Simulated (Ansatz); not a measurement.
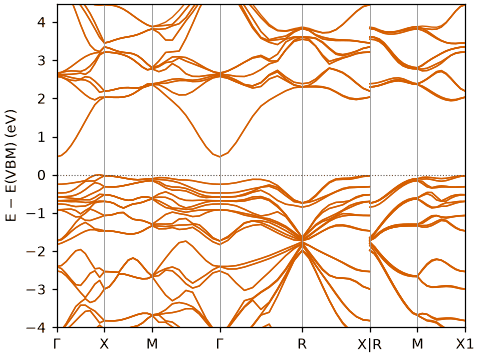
*Band structure from the program Ansatz at the PBEsol with spin–orbit coupling level (PAW)*

Task: Read off the gap and where the band edges lie.

Result: About 0.5 eV (0.47 eV by a search for the band edges); maximum on the Γ–X line, 89 % of the way from Γ, minimum at Γ.

The material is RuS$_{2}$ in space group Pa-3 (No. 205; Ru on 4a, S on 8c).

The PBEsol relaxation kept the symmetry of its start. No spin polarisation was allowed.

Potentials: the later of the program's two PAW sets.
